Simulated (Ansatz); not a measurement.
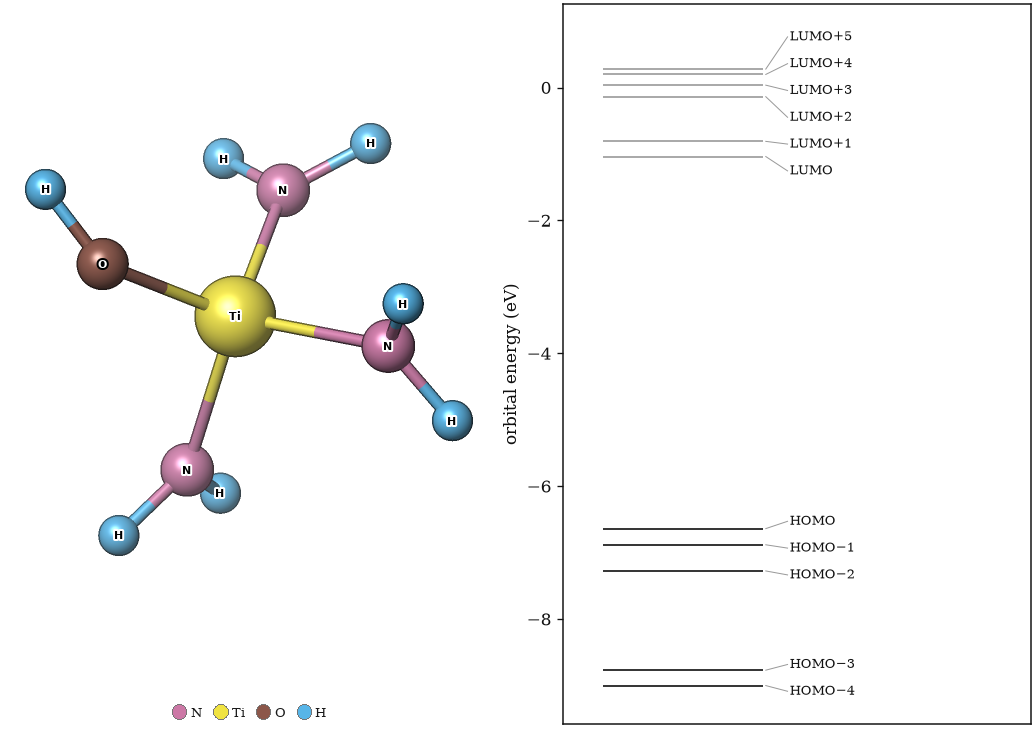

TiN₃H₇O, SMILES [NH2][Ti]([NH2])([NH2])[OH], singlet. Kohn-Sham orbital energies near the frontier, B3LYP/def2-TZVPP with the Ansatz code, at a PBE0-D4/def2-TZVP geometry (a minimum by its frequencies), isolated molecule; empty levels in grey, levels within 0.03 eV side by side.

Question: Where do the frontier orbitals lie?

Answer: HOMO at −6.64 eV, LUMO at −1.04 eV, 5.60 eV apart.

Question: How far below the HOMO does the next level lie?

Answer: 0.24 eV.

Question: List the levels.

Answer:
| orbital | energy (eV) |
| --- | --- |
| LUMO+5 | 0.28 |
| LUMO+4 | 0.20 |
| LUMO+3 | 0.04 |
| LUMO+2 | −0.14 |
| LUMO+1 | −0.81 |
| LUMO | −1.04 |
| HOMO | −6.64 |
| HOMO−1 | −6.88 |
| HOMO−2 | −7.28 |
| HOMO−3 | −8.77 |
| HOMO−4 | −9.00 |

Known limits of this run: empty levels above zero depend strongly on the basis.
